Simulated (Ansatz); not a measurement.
Profile along the P–Ga line in GaP (zinc blende)

GaP (zinc blende)

Space group F-43m (No. 216); a = b = c = 5.5064 Å, α = β = γ = 90.00°

```
atom  site  symmetry       x       y       z
----  ----  --------  ------  ------  ------
P       4c      -43m  0.2500  0.2500  0.2500
Ga      4a      -43m  0.0000  0.0000  0.0000
```
(The calculation used a cell of 2 atoms; values per cell refer to that cell.)

Fields along a shortest P–Ga line of a {110} plane (2.38 Å), from P to Ga, interpolated on the slice's grid (step about 0.2 Å). The numbers are results of PBE (plane waves to 420 eV, PAW, scalar-relativistic; Ansatz, a program for electronic structure), not measurements. k mesh 10×10×10. These are valence fields of a PAW run, semicore shells included where kept as valence: close to a nucleus they are smooth pseudo fields. GaP was relaxed with its symmetry unable to fall. The PAW data are Ansatz's earlier set.

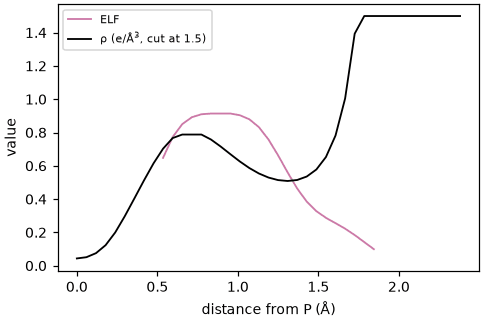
*ELF (away from the nuclei) and valence density from P to Ga.*

Density on the P–Ga line (2.38 Å) at its density minimum, 1.3 Å from P: 0.51 e/Å³. ELF at that point: 0.6. ELF maximum in the middle third of the P–Ga line: 0.91, 0.9 Å from P.
